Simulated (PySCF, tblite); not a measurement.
# 2-methoxyethyl vinyl ether (C₅H₁₀O₂): a rotation path, then NMR shifts on frames, part 2 of 2

tblite 0.8.0 and PySCF 2.14.0. Atoms count from 0.

**5. Shielding tensors: image 4, PBE0/pcSseg-1**

The job: settings as JSON, then the geometry in Å.

```
{"job": {"kind": "nmr", "xc": "PBE0", "basis": "pcSseg-1", "pop": false}, "charge": 0, "multiplicity": 1}
C     -3.005200    -0.861000     0.484400
C     -2.639400     0.373800     0.179600
O     -1.480100     0.854200    -0.329900
C     -0.396500    -0.015300    -0.585500
C      0.865200     0.517100     0.095100
O      1.898100    -0.409600    -0.140200
C      3.115700    -0.046500     0.458900
H     -2.381600    -1.727700     0.358300
H     -3.985100    -1.037600     0.884900
H     -3.317700     1.205900     0.321100
H     -0.232100    -0.061300    -1.667800
H     -0.581000    -1.025500    -0.218300
H      1.126500     1.505000    -0.312300
H      0.681600     0.631100     1.175200
H      3.019700     0.014000     1.550100
H      3.474000     0.919600     0.083200
H      3.830900    -0.824200     0.199500
```

Method: GIAO PBE0/pcSseg-1 NMR shielding, non-relativistic, gas phase.

Log:

```text
coarse grid: 13808 points
cycle   1  E = -346.3504170583  dE =  8.521e-01  |g| = 6.714e-01  |ddm| = 3.447e+00
cycle   2  E = -346.2893024590  dE =  6.111e-02  |g| = 9.011e-01  |ddm| = 1.188e+00
cycle   3  E = -346.4343640871  dE = -1.451e-01  |g| = 9.253e-02  |ddm| = 7.436e-01
cycle   4  E = -346.4357848182  dE = -1.421e-03  |g| = 3.257e-02  |ddm| = 7.275e-02
cycle   5  E = -346.4360055722  dE = -2.208e-04  |g| = 1.086e-02  |ddm| = 2.838e-02
cycle   6  E = -346.4360302725  dE = -2.470e-05  |g| = 4.598e-03  |ddm| = 1.150e-02
cycle   7  E = -346.4360350756  dE = -4.803e-06  |g| = 1.024e-03  |ddm| = 3.958e-03
final grid: 132176 points
cycle   8  E = -346.4998713542  dE = -2.793e-05  |g| = 1.384e-02  |ddm| = 2.263e-02
cycle   9  E = -346.4998362955  dE =  3.506e-05  |g| = 1.992e-02  |ddm| = 1.847e-02
cycle  10  E = -346.4999063050  dE = -7.001e-05  |g| = 1.936e-03  |ddm| = 1.187e-02
cycle  11  E = -346.4999071622  dE = -8.572e-07  |g| = 3.459e-04  |ddm| = 1.806e-03
cycle  12  E = -346.4999071826  dE = -2.047e-08  |g| = 1.628e-04  |ddm| = 3.698e-04
cycle  13  E = -346.4999071884  dE = -5.783e-09  |g| = 2.147e-05  |ddm| = 1.354e-04
cycle  14  E = -346.4999071885  dE = -6.469e-11  |g| = 1.067e-05  |ddm| = 2.183e-05
converged SCF energy = -346.4999071885

GIAO shielding tensors (ppm)
atom      isotropic    diamagn.    paramagn.     s11        s22        s33       span
  0 C      101.735     258.102    -156.367      2.426    123.646    179.132    176.706
  1 C       28.722     245.762    -217.040    -79.467     62.840    102.793    182.259
  2 O      217.292     397.999    -180.708    110.467    232.140    309.267    198.800
  3 C      122.487     248.989    -126.501     88.159    114.981    164.323     76.164
  4 C      111.631     248.772    -137.141     77.883     90.897    166.112     88.229
  5 O      319.693     398.486     -78.793    297.094    312.855    349.130     52.036
  6 C      125.178     242.255    -117.077     94.236     97.564    183.734     89.498
  7 H       27.459      33.514      -6.056     24.664     25.830     31.882      7.219
  8 H       27.513      27.655      -0.142     26.099     26.348     30.093      3.993
  9 H       25.187      28.197      -3.009     21.511     26.403     27.649      6.138
 10 H       27.801      31.523      -3.722     23.568     27.881     31.955      8.387
 11 H       27.432      35.086      -7.654     22.594     28.915     30.787      8.193
 12 H       28.051      32.149      -4.098     24.812     27.896     31.445      6.633
 13 H       28.378      33.296      -4.918     25.423     28.358     31.352      5.929
 14 H       28.304      28.622      -0.318     24.632     26.080     34.198      9.566
 15 H       28.320      27.942       0.378     24.700     25.915     34.346      9.646
 16 H       27.757      27.666       0.091     23.815     25.281     34.173     10.358
```

It took 47 s on 1 thread of AMD EPYC, shared host; peak memory 0.78 GiB.

This run: δ C1 158.2, C0 85.2, C4 75.3, C3 64.4, H9 6.53, H11 4.28 ppm.

**6. Shielding tensors: image 6, PBE0/pcSseg-1**

The job: settings as JSON, then the geometry in Å.

```
{"job": {"kind": "nmr", "xc": "PBE0", "basis": "pcSseg-1", "pop": false}, "charge": 0, "multiplicity": 1}
C     -2.723900    -0.792800     0.740700
C     -2.555300     0.378400     0.148000
O     -1.548300     0.834600    -0.635900
C     -0.406800     0.037400    -0.864500
C      0.757100     0.466300     0.034100
O      1.832500    -0.411800    -0.196400
C      2.974400    -0.098200     0.560200
H     -2.017600    -1.601800     0.693000
H     -3.619900    -0.975700     1.302700
H     -3.302600     1.157600     0.229300
H     -0.125600     0.188300    -1.910300
H     -0.607100    -1.024900    -0.709800
H      1.044900     1.501600    -0.204800
H      0.446200     0.434400     1.090700
H      2.769200    -0.162000     1.636000
H      3.341500     0.910000     0.332000
H      3.734100    -0.829300     0.291400
```

Level: GIAO PBE0/pcSseg-1 NMR shielding, non-relativistic, gas phase.

Log:

```text
coarse grid: 13808 points
cycle   1  E = -346.3507195340  dE =  8.483e-01  |g| = 6.718e-01  |ddm| = 3.453e+00
cycle   2  E = -346.2890595538  dE =  6.166e-02  |g| = 9.032e-01  |ddm| = 1.179e+00
cycle   3  E = -346.4346472990  dE = -1.456e-01  |g| = 9.307e-02  |ddm| = 7.358e-01
cycle   4  E = -346.4360874771  dE = -1.440e-03  |g| = 3.281e-02  |ddm| = 7.279e-02
cycle   5  E = -346.4363124166  dE = -2.249e-04  |g| = 1.100e-02  |ddm| = 2.881e-02
cycle   6  E = -346.4363378131  dE = -2.540e-05  |g| = 4.693e-03  |ddm| = 1.177e-02
cycle   7  E = -346.4363427856  dE = -4.972e-06  |g| = 9.944e-04  |ddm| = 3.974e-03
final grid: 132176 points
cycle   8  E = -346.5005997907  dE = -2.908e-05  |g| = 1.405e-02  |ddm| = 2.325e-02
cycle   9  E = -346.5005620340  dE =  3.776e-05  |g| = 2.044e-02  |ddm| = 1.879e-02
cycle  10  E = -346.5006354660  dE = -7.343e-05  |g| = 1.907e-03  |ddm| = 1.216e-02
cycle  11  E = -346.5006363027  dE = -8.368e-07  |g| = 3.559e-04  |ddm| = 1.794e-03
cycle  12  E = -346.5006363242  dE = -2.146e-08  |g| = 1.690e-04  |ddm| = 3.740e-04
cycle  13  E = -346.5006363304  dE = -6.237e-09  |g| = 2.311e-05  |ddm| = 1.440e-04
cycle  14  E = -346.5006363305  dE = -7.742e-11  |g| = 1.072e-05  |ddm| = 2.281e-05
converged SCF energy = -346.5006363305

GIAO shielding tensors (ppm)
atom      isotropic    diamagn.    paramagn.     s11        s22        s33       span
  0 C      101.935     258.424    -156.488      2.296    123.731    179.780    177.484
  1 C       28.349     246.637    -218.288    -80.893     62.698    103.240    184.133
  2 O      214.895     396.870    -181.975    108.558    223.064    313.063    204.505
  3 C      122.117     248.740    -126.623     85.347    117.032    163.971     78.624
  4 C      113.429     249.610    -136.181     78.405     93.160    168.722     90.317
  5 O      320.257     398.015     -77.759    296.663    312.370    351.737     55.074
  6 C      125.182     242.771    -117.588     94.146     97.642    183.759     89.613
  7 H       27.462      34.001      -6.539     24.979     25.820     31.588      6.610
  8 H       27.542      28.195      -0.653     25.929     26.505     30.193      4.264
  9 H       25.180      28.162      -2.983     21.592     26.397     27.550      5.958
 10 H       27.589      30.913      -3.324     23.119     27.974     31.672      8.553
 11 H       27.489      34.123      -6.634     23.974     28.617     29.876      5.901
 12 H       28.219      32.435      -4.217     24.886     28.138     31.631      6.745
 13 H       28.239      34.003      -5.765     25.076     28.155     31.485      6.409
 14 H       28.323      29.034      -0.712     24.616     26.148     34.204      9.587
 15 H       28.349      28.245       0.104     24.705     25.978     34.363      9.658
 16 H       27.766      27.780      -0.014     23.872     25.228     34.197     10.325
```

Run time: 50 s. Hardware: 1 thread of AMD EPYC, shared host; peak memory 0.78 GiB.

In short: δ C1 158.6, C0 85.0, C4 73.5, C3 64.8, H9 6.54, H7 4.25 ppm.

**7. Nuclear shieldings: image 8, PBE0/pcSseg-1**

The job: settings as JSON, then the geometry in Å.

```
{"job": {"kind": "nmr", "xc": "PBE0", "basis": "pcSseg-1", "pop": false}, "charge": 0, "multiplicity": 1}
C     -2.398400    -0.674500     0.915300
C     -2.488100     0.367500     0.104700
O     -1.622600     0.801400    -0.844400
C     -0.429200     0.081800    -1.051700
C      0.647800     0.429400    -0.019400
O      1.764000    -0.392900    -0.261700
C      2.819900    -0.164900     0.636500
H     -1.561600    -1.348700     0.931500
H     -3.196900    -0.885900     1.600600
H     -3.349000     1.023000     0.119200
H     -0.079100     0.363500    -2.047600
H     -0.608500    -0.998800    -1.037300
H      0.919000     1.492700    -0.108500
H      0.261600     0.264400     0.998300
H      2.507900    -0.347300     1.672600
H      3.195300     0.863100     0.560300
H      3.611000    -0.861800     0.368000
```

With the program's defaults for keys left out, this is: GIAO PBE0/pcSseg-1 NMR shielding, non-relativistic, gas phase.

Log:

```text
coarse grid: 13808 points
cycle   1  E = -346.3517594094  dE =  8.548e-01  |g| = 6.710e-01  |ddm| = 3.453e+00
cycle   2  E = -346.2896370241  dE =  6.212e-02  |g| = 9.044e-01  |ddm| = 1.175e+00
cycle   3  E = -346.4353862153  dE = -1.457e-01  |g| = 9.349e-02  |ddm| = 7.316e-01
cycle   4  E = -346.4368342827  dE = -1.448e-03  |g| = 3.351e-02  |ddm| = 7.387e-02
cycle   5  E = -346.4370699984  dE = -2.357e-04  |g| = 1.165e-02  |ddm| = 3.037e-02
cycle   6  E = -346.4370991185  dE = -2.912e-05  |g| = 4.776e-03  |ddm| = 1.248e-02
cycle   7  E = -346.4371041398  dE = -5.021e-06  |g| = 9.459e-04  |ddm| = 3.956e-03
final grid: 132176 points
cycle   8  E = -346.5019628869  dE = -4.675e-05  |g| = 1.432e-02  |ddm| = 3.037e-02
cycle   9  E = -346.5019229246  dE =  3.996e-05  |g| = 2.090e-02  |ddm| = 1.940e-02
cycle  10  E = -346.5020004676  dE = -7.754e-05  |g| = 2.056e-03  |ddm| = 1.258e-02
cycle  11  E = -346.5020014294  dE = -9.618e-07  |g| = 4.120e-04  |ddm| = 1.970e-03
cycle  12  E = -346.5020014585  dE = -2.913e-08  |g| = 1.929e-04  |ddm| = 4.279e-04
cycle  13  E = -346.5020014665  dE = -8.029e-09  |g| = 2.940e-05  |ddm| = 1.666e-04
cycle  14  E = -346.5020014667  dE = -1.495e-10  |g| = 1.097e-05  |ddm| = 3.017e-05
converged SCF energy = -346.5020014667

GIAO shielding tensors (ppm)
atom      isotropic    diamagn.    paramagn.     s11        s22        s33       span
  0 C       99.701     259.219    -159.518      3.345    118.303    177.454    174.109
  1 C       27.487     247.909    -220.423    -82.512     60.208    104.764    187.277
  2 O      208.936     396.045    -187.109    100.082    215.818    310.907    210.825
  3 C      120.096     248.971    -128.875     84.725    112.638    162.923     78.198
  4 C      116.628     250.317    -133.689     80.839     97.377    171.669     90.830
  5 O      322.294     397.566     -75.272    298.124    313.501    355.256     57.132
  6 C      125.143     243.320    -118.178     94.027     97.659    183.743     89.717
  7 H       27.552      34.633      -7.081     25.006     26.279     31.370      6.363
  8 H       27.543      28.828      -1.285     25.847     26.616     30.166      4.318
  9 H       25.118      28.150      -3.032     21.694     26.314     27.347      5.652
 10 H       27.394      30.629      -3.235     22.881     27.958     31.343      8.461
 11 H       27.630      33.099      -5.469     25.075     27.990     29.825      4.750
 12 H       28.423      32.689      -4.266     24.999     28.340     31.930      6.931
 13 H       27.830      34.659      -6.829     23.889     27.256     32.345      8.456
 14 H       28.368      29.416      -1.048     24.652     26.280     34.173      9.521
 15 H       28.334      28.493      -0.159     24.651     25.933     34.417      9.766
 16 H       27.764      27.904      -0.139     23.878     25.189     34.227     10.350
```

Wall time 49 s (1 thread of AMD EPYC, shared host); peak memory 0.78 GiB.

This run: δ C1 159.4, C0 87.2, C4 70.3, C3 66.8, H9 6.60, H10 4.32 ppm.

**8. Run by run: NMR shifts**

Shifts (ppm) of some atoms, chosen among heavy atoms and hydrogens apart, with basis size and wall time:

```tsv
frame	C0	C4	C3	H10	H13	O2	O5	functions	time
image 0	87.7	75.7	67.5	3.80	3.68	129.4	15.1	169	47 s
image 2	87.0	75.5	66.4	3.79	3.46	125.6	15.5	169	46 s
image 4	85.2	75.3	64.4	3.92	3.34	118.8	16.4	169	47 s
image 6	85.0	73.5	64.8	4.13	3.48	121.2	15.8	169	50 s
image 8	87.2	70.3	66.8	4.32	3.89	127.1	13.8	169	49 s
```

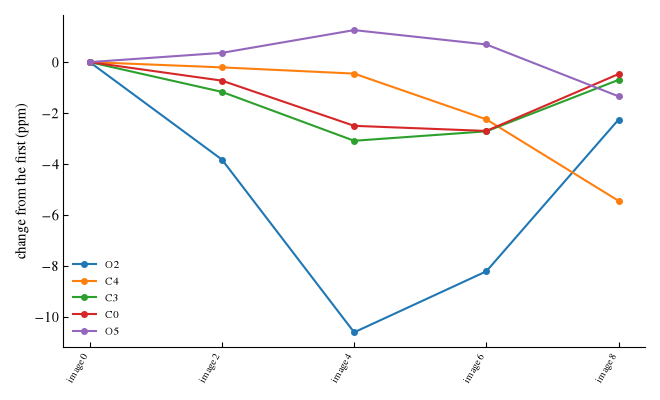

How five of the tabulated atoms move from run to run.

**9. What came out**

What follows sums up all 2 parts.

| quantity | value |
| --- | --- |
| barrier | 0.078 eV (1.8 kcal/mol) at image 4 |
| end to end (GFN2-xTB) | -0.010 eV |
| 13C shifts against TMS (PBE0/pcSseg-1, image 0) | 159.8, 87.7, 75.7, 67.5, 62.1 ppm |
| 1H shifts against TMS (PBE0/pcSseg-1, image 0) | 6.74, 4.20, 4.14, 3.98, 3.80, 3.80, 3.69, 3.68, 3.44, 3.44 ppm |
| 17O shifts against H2O (PBE0/pcSseg-1, image 0) | 129.4, 15.1 ppm |
| range of the shift of O2 | 118.8 to 129.4 ppm |

In words: Along the band the dihedral turns by 99°, and the top (dihedral -127°) lies 1.8 kcal/mol above the start (GFN2-xTB, rough), so at room temperature this motion is fast. Ends this close can change order at a higher level. The top was not checked by a frequency run. Shifts at one fixed geometry are not the observed spectrum, which averages over the motion. In ppm, O2 moves most: its shift spreads over 10.6 ppm, from 118.8 (image 4) to 129.4 (image 0).
